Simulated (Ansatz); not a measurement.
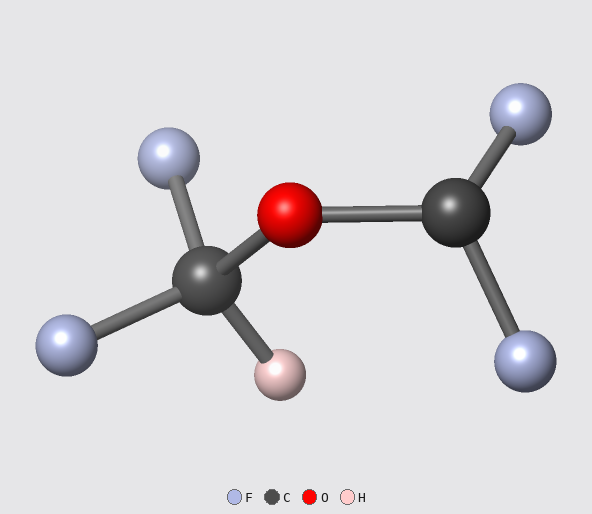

State: neutral, doublet. The geometry was computed by an optimisation with PBE0-D4/def2-TZVP. No frequency run is at hand to confirm it as a minimum.

Draw it as a skeletal formula.

SMILES: F[C](F)OC(F)F

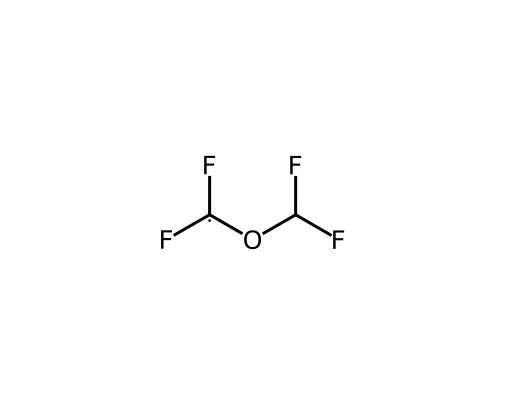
